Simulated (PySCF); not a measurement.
C7H6, triplet, SMILES `[CH]c1ccccc1`.

Level of theory: B3LYP/aug-cc-pVDZ (PySCF), at a geometry from GFN2-xTB. No frequency check shows the geometry to be a minimum. The stability of the open-shell solution wasn't checked. GFN2-xTB doesn't know the spin state, so this open-shell geometry is rough.

Coordinates in Å:

```
C1      -2.4048    0.1428    0.0000
C2      -1.0587    0.0768    0.0000
C3      -0.3721   -1.1888    0.0000
C4       0.9950   -1.2416    0.0000
C5       1.7623   -0.0784    0.0000
C6       1.1270    1.1614    0.0000
C7      -0.2398    1.2485    0.0000
H8      -3.2047   -0.5618    0.0000
H9      -0.9643   -2.0913    0.0000
H10      1.4871   -2.2047    0.0000
H11      2.8396   -0.1391    0.0000
H12      1.7212    2.0641    0.0000
H13     -0.7323    2.2087    0.0000
```

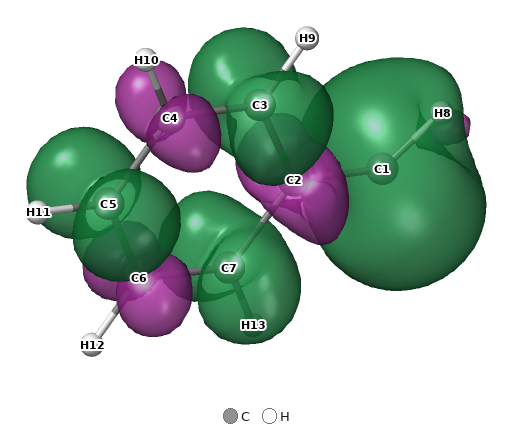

Spin density ρα − ρβ at ±0.02 e/Å³ (green: excess α, purple: excess β).

Q: Where is the unpaired spin?

A: Hirshfeld spin populations: C1 +1.28, C3 +0.20, C7 +0.18, C5 +0.18 and H8 +0.11. Spin polarisation leaves negative spin on C6 (−0.03) and C4 (−0.03). ⟨S²⟩ = 2.04, against 2.00 for a pure state. The picture also shows regions of β spin from spin polarisation; the Hirshfeld sums, whose atoms overlap, net them against the α spin of neighbours.
